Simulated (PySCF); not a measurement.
```xyz
16

C     3.4541   -0.2831    1.2313
C     2.6302   -0.5602    0.4004
Si    1.3479   -0.9661   -0.8727
C    -0.2699   -0.1476   -0.3310
C    -0.4600    1.2144   -0.5260
C    -1.6405    1.8377   -0.1271
C    -2.5953    1.0609    0.4599
C    -2.4657   -0.2784    0.6784
C    -1.2787   -0.8861    0.2723
H     4.1771   -0.0432    1.9577
H     1.7756   -0.4109   -2.1629
H     1.1782   -2.4222   -0.9337
H     0.3134    1.8088   -0.9936
H    -1.7769    2.8974   -0.2856
H    -3.2433   -0.8640    1.1468
H    -1.1539   -1.9485    0.4334
```

Geometry: GFN2-xTB.

Computed with UKS B3LYP, pcH-1 on C H Si, non-relativistic, mean-field spin-orbit, GIAO in PySCF.

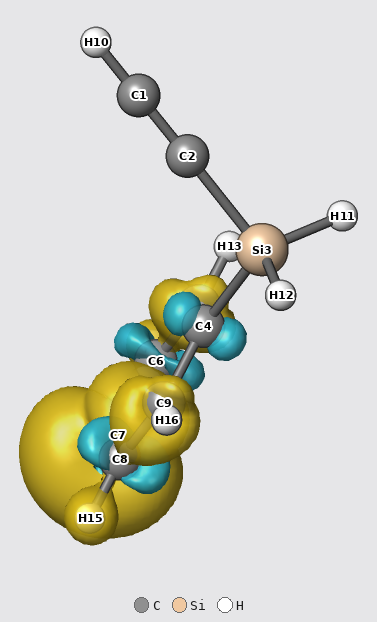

C$_{8}$H$_{7}$Si (SMILES C#C[SiH2]c1cc[c]cc1) (doublet). Isosurfaces of the spin density at +0.015 (yellow) and −0.015 e/Å³ (cyan), seen at an oblique angle.

### Which atoms carry the spin?

The unpaired spin (1 electron) lies mostly on C7 (about 0.8), in electrons by Hirshfeld's partition.
